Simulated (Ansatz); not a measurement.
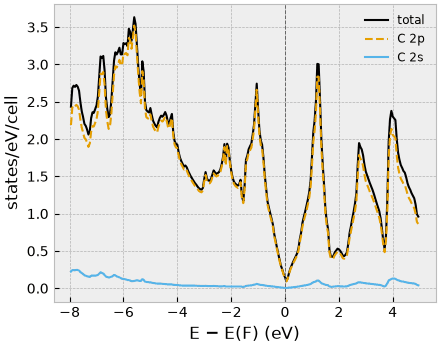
Figure: Total and projected density of states of C in space group Imma (No. 74; C on 8g, C on 8h), plane-wave PAW PBEsol (Ansatz code)

Question: Which orbitals carry the states next to the Fermi level?

Answer: Within 0.5 eV of the Fermi level: C 2p 95 %. Projections are on Löwdin-orthogonalised atomic valence shells; empty p or d shells of many metals are not among them.

Question: Where is the tallest occupied peak in this window, and what makes it?

Answer: Near -5.6 eV, about 3.6 states/eV per cell; the largest projected share is C 2p.

The start of the workflow was typed in or built on a structure type; neither database checked (COD, Materials Project) lists it. It is not the phase usual at ambient conditions (space group No. 194, 227). Symmetry was held in the PBEsol relaxation; its stability against distortions is not shown here.

Potentials: the earlier of the program's two PAW sets. The files were generated under PBE; for other functionals the program regenerates the frozen cores, and for LDA and PBEsol the local potential too.
